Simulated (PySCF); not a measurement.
# CuNBr: relaxation and vibrations of the doublet

Aim: relax CuNBr as a doublet from a bent start, check by its vibrations whether the end is a minimum, and collect its spectrum and constants.

Computed with PySCF 2.14.0. Level: PBE0, basis Cu def2-TZVP, N def2-TZVP, Br def2-TZVP, no relativity, density fitting.

### 1 The system as given

3 atoms, charge 0, spin multiplicity 2.

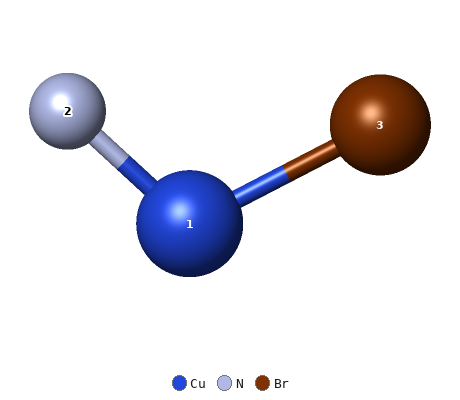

Start geometry, drawn with copper blue, nitrogen light blue, bromine brown; atoms are numbered from 1 in the order of the file.

```xyz
3
charge 0 multiplicity 2
Cu    0.0000    0.0000    0.0000
N    -1.4335    0.0000    1.0038
Br    1.8513    0.0000    1.2963
```

### 2 The SCF at the typed geometry

One driver script runs all steps and calls PySCF; scf.py shows how it sets up the SCF of each step. The optimiser is the driver's own. After this first run the driver tries any further starts and a stability analysis.

File scf.py:

```python
from pyscf import gto, scf, dft
mol = gto.M(atom='''
Cu     0.000000     0.000000     0.000000
N     -1.433500     0.000000     1.003800
Br     1.851300     0.000000     1.296300''',
    basis={'Cu': 'def2-TZVP', 'N': 'def2-TZVP', 'Br': 'def2-TZVP'},
    charge=0, spin=1)
mf = dft.UKS(mol, xc='PBE0')
mf.grids.atom_grid = (50, 194)
aux = {'Cu': 'def2-universal-JKFIT', 'N': 'def2-universal-JKFIT', 'Br': 'def2-universal-JKFIT'}
mf = mf.density_fit(auxbasis=aux)
mf.conv_tol = 1e-08
mf.diis_space = 10
mf.max_cycle = 60
mf.init_guess = 'minao'
mf.verbose = 4
mf.kernel()
```

Started as:

```console
$ OMP_NUM_THREADS=4 python axn.py task.json out
```

Standard output:

```text
init E= -4267.2968123273
[... the frontier-level lines of each cycle are left out ...]
cycle= 1 E= -4264.10570121442  delta_E= 3.19  |g|= 4.48  |ddm|= 1.67
cycle= 2 E= -4248.8214884199  delta_E= 15.3  |g|= 8.52  |ddm|= 6.03
cycle= 3 E= -4267.64972725074  delta_E= -18.8  |g|= 2.44  |ddm|= 5.16
cycle= 4 E= -4267.47913299267  delta_E= 0.171  |g|= 1.56  |ddm|= 1.52
cycle= 5 E= -4267.85358028164  delta_E= -0.374  |g|= 1.27  |ddm|= 1.81
cycle= 6 E= -4268.58339694643  delta_E= -0.73  |g|= 0.512  |ddm|= 1.14
cycle= 7 E= -4268.697276467  delta_E= -0.114  |g|= 0.223  |ddm|= 0.549
cycle= 8 E= -4268.71064384233  delta_E= -0.0134  |g|= 0.0794  |ddm|= 0.106
cycle= 9 E= -4268.71549266185  delta_E= -0.00485  |g|= 0.0302  |ddm|= 0.079
cycle= 10 E= -4268.71788656692  delta_E= -0.00239  |g|= 0.0217  |ddm|= 0.0745
cycle= 11 E= -4268.71693671536  delta_E= 0.00095  |g|= 0.0203  |ddm|= 0.0304
cycle= 12 E= -4268.71390418473  delta_E= 0.00303  |g|= 0.0128  |ddm|= 0.174
cycle= 13 E= -4268.71410535159  delta_E= -0.000201  |g|= 0.00665  |ddm|= 0.0263
cycle= 14 E= -4268.71428519752  delta_E= -0.00018  |g|= 0.00626  |ddm|= 0.0232
cycle= 15 E= -4268.71459718683  delta_E= -0.000312  |g|= 0.00605  |ddm|= 0.0386
cycle= 16 E= -4268.71473871537  delta_E= -0.000142  |g|= 0.00437  |ddm|= 0.0218
cycle= 17 E= -4268.71506262363  delta_E= -0.000324  |g|= 0.00328  |ddm|= 0.0695
cycle= 18 E= -4268.71514113024  delta_E= -7.85e-05  |g|= 0.00362  |ddm|= 0.0227
cycle= 19 E= -4268.71518570214  delta_E= -4.46e-05  |g|= 0.00192  |ddm|= 0.0242
cycle= 20 E= -4268.71519315205  delta_E= -7.45e-06  |g|= 0.000688  |ddm|= 0.0106
cycle= 21 E= -4268.71519384357  delta_E= -6.92e-07  |g|= 0.00058  |ddm|= 0.00552
cycle= 22 E= -4268.71519572342  delta_E= -1.88e-06  |g|= 0.00077  |ddm|= 0.00714
cycle= 23 E= -4268.71519597456  delta_E= -2.51e-07  |g|= 0.000148  |ddm|= 0.00142
cycle= 24 E= -4268.71519603049  delta_E= -5.59e-08  |g|= 7.49e-05  |ddm|= 0.000749
cycle= 25 E= -4268.71519606914  delta_E= -3.86e-08  |g|= 4.74e-05  |ddm|= 0.000799
cycle= 26 E= -4268.71519605482  delta_E= 1.43e-08  |g|= 7.1e-05  |ddm|= 0.000489
cycle= 27 E= -4268.71519607597  delta_E= -2.11e-08  |g|= 5.09e-05  |ddm|= 0.000522
cycle= 28 E= -4268.71519606634  delta_E= 9.63e-09  |g|= 3.55e-05  |ddm|= 0.000161
Extra cycle  E= -4268.71519607681  delta_E= -1.05e-08  |g|= 5.5e-05  |ddm|= 0.000174
converged SCF energy = -4268.71519607681  <S^2> = 0.93182676  2S+1 = 2.1742371
```

This step, with its further starts and checks, took 19 s on 4 threads of Arm Neoverse V2, shared host.

The starts that the driver tried:

```
                      start   energy (Eh)
    the minimal-basis guess  -4268.715196
a thermally smeared density  -4268.735534
      a smeared PBE density  -4268.735534
```

This is not the lowest solution: one lies 53.4 kJ/mol lower, at -4268.73553 Eh, and the relaxation starts from that.

### 3 Bent start, doublet: relaxation

The program finds Cs symmetry in the start, which this walk keeps. Threshold on the gradient: 0.0003 Eh/bohr, with a further test on the energy change.

Changes to scf.py since step 2:

```diff
@@ -3,3 +3,3 @@
-Cu     0.000000     0.000000     0.000000
-N     -1.433500     0.000000     1.003800
-Br     1.851300     0.000000     1.296300''',
+Cu    -0.808645     0.000000    -0.746598
+N     -2.242145     0.000000     0.257202
+Br     1.042655     0.000000     0.549702''',
@@ -15 +14,0 @@
-mf.init_guess = 'minao'
```

Steps of the walk:

```
step   energy (Eh)  change (kJ/mol)  largest symmetric gradient (Eh/bohr)
   0  -4268.735534             0.00                               0.01720
   1  -4268.737247            -4.50                               0.00842
   2  -4268.739865           -11.37                               0.01476
   3  -4268.740536           -13.13                               0.01376
   4  -4268.742279           -17.71                               0.00602
   5  -4268.742620           -18.60                               0.00461
   6  -4268.742942           -19.45                               0.00185
   7  -4268.743001           -19.60                               0.00081
   8  -4268.743004           -19.61                               0.00065
   9  -4268.743005           -19.62                               0.00006
```

The walk took 31 s.

Positions (Å) and forces (eV/Å) along the way:

```
step 0
Cu  -0.809   0.000  -0.747   0.886   0.000   0.186
N   -2.242   0.000   0.257  -0.781   0.000   0.172
Br   1.043   0.000   0.550  -0.105   0.000  -0.358
step 1
Cu  -0.792   0.000  -0.716   0.424   0.000   0.302
N   -2.284   0.000   0.243  -0.433   0.000  -0.048
Br   1.068   0.000   0.534   0.009   0.000  -0.255
step 5
Cu  -0.788   0.000  -0.415   0.100   0.000   0.216
N   -2.516   0.000   0.064   0.137   0.000  -0.086
Br   1.296   0.000   0.411  -0.237   0.000  -0.131
step 9
Cu  -0.789   0.000  -0.316  -0.004   0.000  -0.001
N   -2.539   0.000   0.008   0.002   0.000   0.005
Br   1.319   0.000   0.369   0.002   0.000  -0.004
```

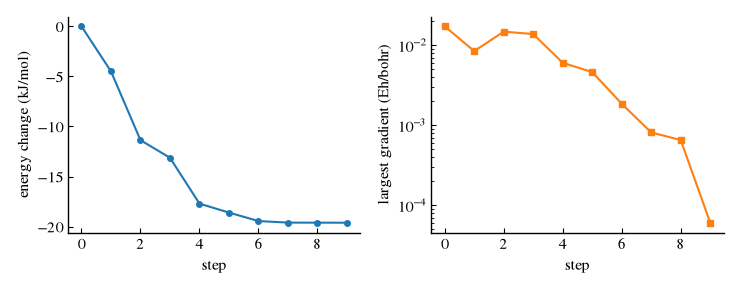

How energy and gradient fall.

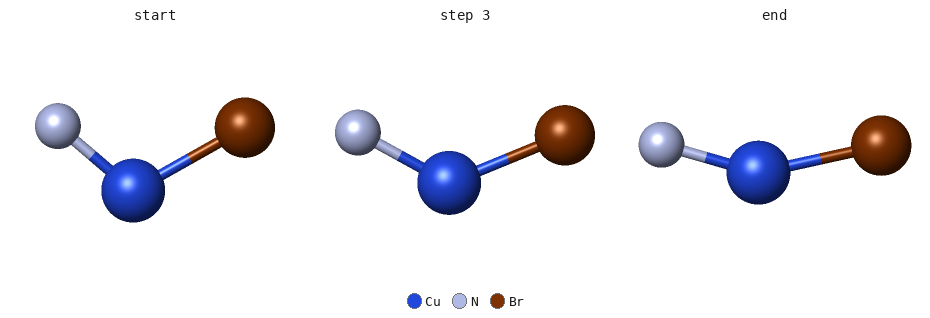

Start and end of the relaxation, with a step between.

After 9 steps and 19.6 kJ/mol it ends at Cs: Cu–Br 2.217 Å, Cu–N 1.780 Å; Br–Cu–N 151.5°.

### 4 Hessian and properties

The point is checked on the finer grid, and tightened if its gradient asks for it. The Hessian and the dipole derivatives come from central differences of analytic gradients, with steps of 0.02 bohr.

Changes to scf.py since step 3:

```diff
@@ -3,3 +3,3 @@
-Cu    -0.808645     0.000000    -0.746598
-N     -2.242145     0.000000     0.257202
-Br     1.042655     0.000000     0.549702''',
+Cu    -0.908866     0.000000    -0.390617
+N     -2.654664     0.000000    -0.043492
+Br     1.190982     0.000000     0.315020''',
@@ -9 +9 @@
-mf.grids.atom_grid = (50, 194)
+mf.grids.atom_grid = (75, 302)
@@ -12 +12 @@
-mf.conv_tol = 1e-08
+mf.conv_tol = 1e-10
```

The driver hands on the density of the step before, so the log starts near convergence.

Log of the central SCF (cycles and frontier levels):

```text
init E= -4268.74293064863
[... the frontier-level lines of each cycle are left out ...]
cycle= 1 E= -4268.74293064865  delta_E= -1.64e-11  |g|= 5.41e-06  |ddm|= 2.69e-06
Extra cycle  E= -4268.74293064857  delta_E= 8.19e-11  |g|= 2.15e-05  |ddm|= 8.62e-06
converged SCF energy = -4268.74293064857  <S^2> = 1.6521156  2S+1 = 2.7583442
```

The whole step took 80 s.

Geometry: Cs; Cu–Br 2.215 Å, Cu–N 1.780 Å; Br–Cu–N 150.2°.

Harmonic modes (main isotopes):

| symmetry | ω (cm⁻¹) | IR (km/mol) | μ (u) | type |
| --- | --- | --- | --- | --- |
| a' | 84 | 8.1 | 20.87 | bend |
| a' | 291 | 12.1 | 48.76 | stretch |
| a' | 595 | 20.1 | 16.95 | stretch |

μ is the mass of the mode for normalised Cartesian displacements, not the reduced mass of the usual diatomic formula.

Every mode is real; the point is a minimum.

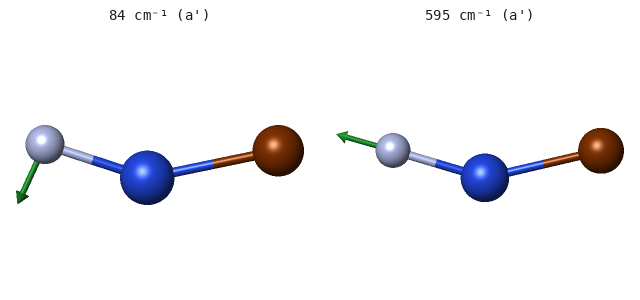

Displacements of 2 of the modes, as arrows (one member where a mode is degenerate).

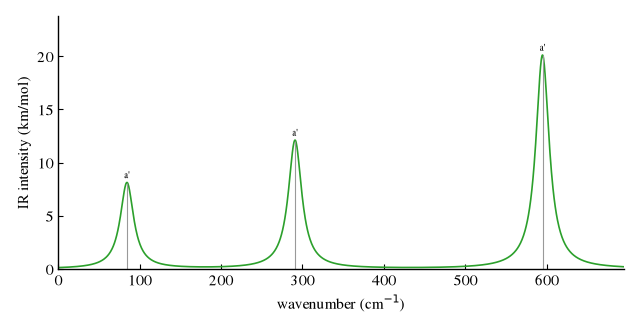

The harmonic infrared spectrum (widths in cm⁻¹). Lines are broadened to a width of 20 cm⁻¹ (Lorentzian).

Constants and moments:

| Item | Value |
| --- | --- |
| Dipole moment | 1.79 D |
| Highest occupied level | -8.16 eV |
| Lowest empty level | -5.42 eV |
| Rotational constants | 2.69, 0.06157, 0.06019 cm⁻¹ |
| Zero-point energy | 5.8 kJ/mol |
| Principal polarisabilities | 33.1, 36.0, 122.1 bohr³ |
| Atomisation energy without zero-point energy | 375 kJ/mol |
| Principal traceless quadrupole moments about the centre of mass | -5.98, 1.83, 4.15 D Å |
| Entropy at 298.15 K and 1 bar (electronic part: spin only) | 304.4 J/(mol K) |
| Heat capacity Cp at 298.15 K | 52.9 J/(mol K) |
| Enthalpy at 298.15 K above 0 K | 13.48 kJ/mol |
| Rotational symmetry number | 1 |
| Spin squared ⟨S²⟩ | 1.652 |

Charges (e) and bond orders:

| atom | Mulliken | Löwdin | polar tensor | spin (Mulliken) | Mayer order to Cu1 |
| --- | --- | --- | --- | --- | --- |
| Cu1 | 0.43 | -0.02 | 0.72 | -0.31 | – |
| N2 | -0.14 | -0.05 | -0.27 | 1.49 | 1.13 |
| Br3 | -0.29 | 0.08 | -0.45 | -0.18 | 1.04 |

Mulliken populations on Cu1: s 6.68, p 12.34, d 9.55, f 0.00.

### 5 Summary of results

| quantity | value |
| --- | --- |
| minimum | broken-symmetry (Ms = 1/2), Cs |
| geometry | Cu–Br 2.215 Å, Cu–N 1.780 Å; Br–Cu–N 150.2° |
| wavenumbers (cm⁻¹) | 84 (a'), 291 (a'), 595 (a') |
| dipole moment | 1.79 D |
| highest occupied, lowest empty level (either spin) | -8.16, -5.42 eV |
| polar-tensor charge of Cu1 | +0.72 e |
| zero-point energy | 5.8 kJ/mol |
| entropy at 298.15 K | 304.4 J/(mol K) |
| atomisation energy (no zero-point energy) | 375 kJ/mol |
| ⟨S²⟩ | 1.652 |

In words: The molecule stays Cs, as typed, and the end point is a minimum. The determinant is spin-contaminated (⟨S²⟩ = 1.65 against 0.75), so it is no pure spin state. In the infrared the band at 595 cm⁻¹ (a', stretch) leads. The first SCF alone would have been 53 kJ/mol too high. Other starts or spin states, not run here, may lie lower. One determinant may miss the lowest occupation of an open d or f shell.

The search up to here took 2.2 min.
